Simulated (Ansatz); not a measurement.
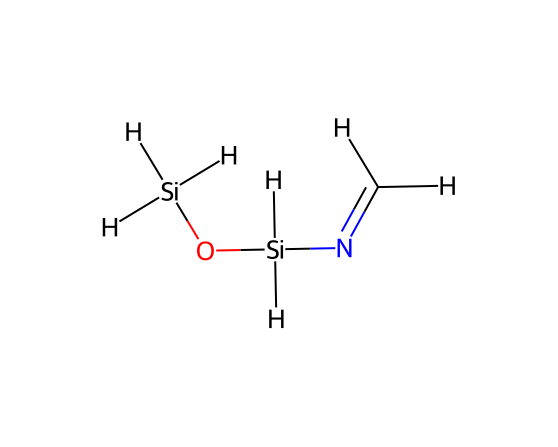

Skeletal drawing of a molecule.

Write the SMILES.

Answer. C=N[SiH2]O[SiH3]

Give the formula, hydrogens included.

Answer. CH7NOSi2.

An optimisation with PBE0-D4/def2-TZVP gave a structure of which point group?

Answer. C1. Other conformers may differ.

More results for the same structure follow; atom numbers are the same in all pictures, views and colours differ. Computed geometry: PBE0-D4/def2-TZVP optimisation.

Shape

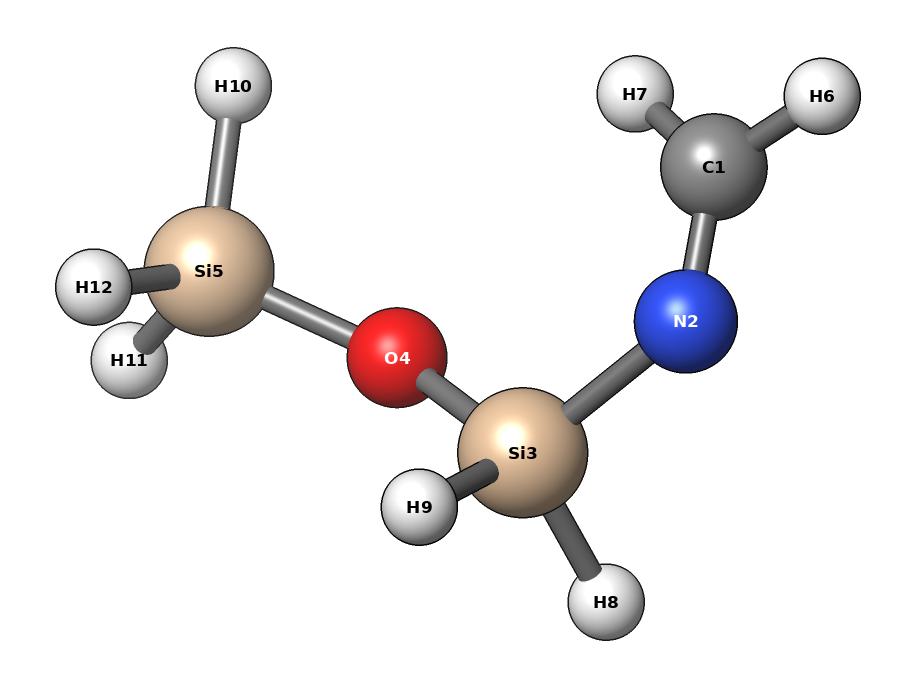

Numbered structure.

Give the bond lengths.

```csv
bond,length (Å),order
C1–N2,1.257,double
C1–H6,1.096,single
C1–H7,1.101,single
N2–Si3,1.727,single
Si3–O4,1.637,single
Si3–H8,1.480,single
Si3–H9,1.483,single
O4–Si5,1.634,single
Si5–H10,1.486,single
Si5–H11,1.484,single
Si5–H12,1.487,single
```

Vibrations

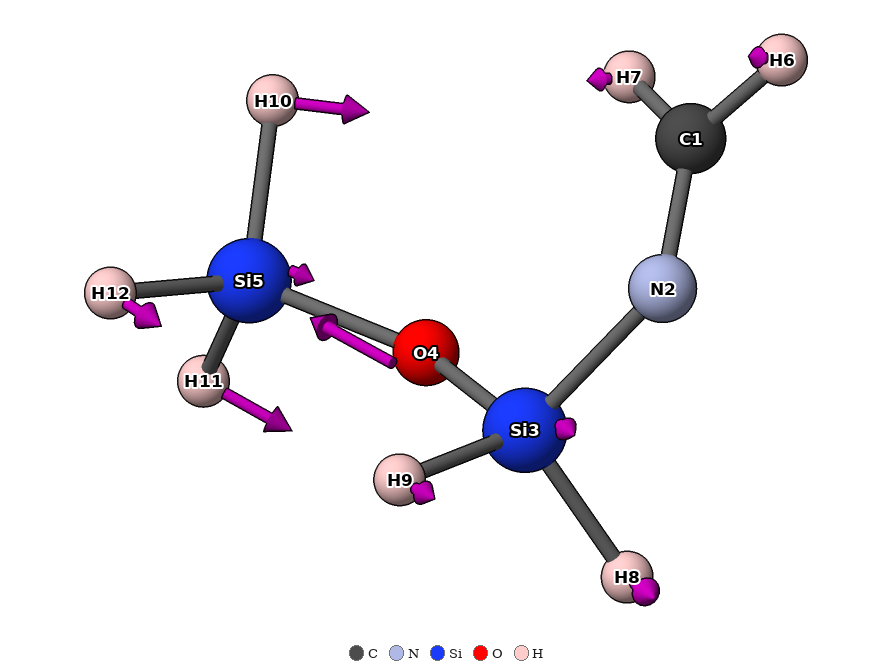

The arrows show one normal mode. Harmonic vibrations computed with RKS PBE0-D4/def2-TZVP (Ansatz 0.2.0) at a stationary point of the same level.

What kind of motion is it?

Answer. Mostly out-of-phase stretching of 2 O–Si bonds.

At what wavenumber does it lie?

Answer. 1120 cm⁻¹; it is mode 19 of 30 counted from the lowest.

Charges

The questions are on Mulliken charges. Level of theory: RKS B3LYP-D4/def2-TZVPP (Ansatz 0.2.0).

List the Mulliken charges.

```json
{"atom": "C1", "value (e)": "−0.09"}
{"atom": "N2", "value (e)": "−0.27"}
{"atom": "Si3", "value (e)": "0.53"}
{"atom": "O4", "value (e)": "−0.39"}
{"atom": "Si5", "value (e)": "0.40"}
{"atom": "H6", "value (e)": "0.11"}
{"atom": "H7", "value (e)": "0.09"}
{"atom": "H8", "value (e)": "−0.08"}
{"atom": "H9", "value (e)": "−0.08"}
{"atom": "H10", "value (e)": "−0.07"}
{"atom": "H11", "value (e)": "−0.07"}
{"atom": "H12", "value (e)": "−0.07"}
```

Levels of theory compared

Program: Ansatz 0.2.0.

Compare HOMO energy (eV) at these levels: BLYP-D4/def2-TZVPP; CAM-B3LYP-D4/def2-TZVPP; HSE06 (plane-wave form)-D4/def2-TZVPP; PBE0-D4/def2-QZVPP; PBE0-D4/def2-SVP; SPW92 (LDA)/def2-TZVPP; r2SCAN0-D4/def2-TZVPP; revPBE-D4/def2-TZVPP; ωB97M-V/def2-SVP; ωB97X-V/def2-TZVPP.

```
                                level  HOMO energy (eV)
                   BLYP-D4/def2-TZVPP             −5.81
              CAM-B3LYP-D4/def2-TZVPP             −8.73
HSE06 (plane-wave form)-D4/def2-TZVPP             −6.91
                   PBE0-D4/def2-QZVPP             −7.33
                     PBE0-D4/def2-SVP             −7.18
               SPW92 (LDA)/def2-TZVPP             −6.01
                r2SCAN0-D4/def2-TZVPP             −7.50
                 revPBE-D4/def2-TZVPP             −5.86
                     ωB97M-V/def2-SVP             −9.51
                   ωB97X-V/def2-TZVPP             −9.74
```

Mulliken values depend strongly on the basis set and can even reverse the polarity of a bond.
